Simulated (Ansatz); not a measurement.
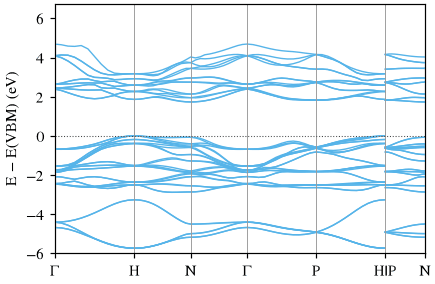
Figure. Band structure from plane-wave PAW r²SCAN with spin–orbit coupling (Ansatz code)

Task: Read off the gap and where the band edges lie.

Result: About 1.7 eV (1.74 eV by a search for the band edges); maximum at H, minimum at N.

The material is Tl3VSe4 in space group I-43m (No. 217; V on 2a, Tl on 6b, Se on 8c).

The first step of the workflow began from a Materials Project structure, measured or hypothetical; the Crystallography Open Database copy checked does not list it. Its standing as an ambient phase is unchecked. The cell was relaxed with r²SCAN under the symmetry of its start; whether a distortion lowers the energy is not shown. No spin polarisation was allowed.

Potentials: the later of the program's two PAW sets.
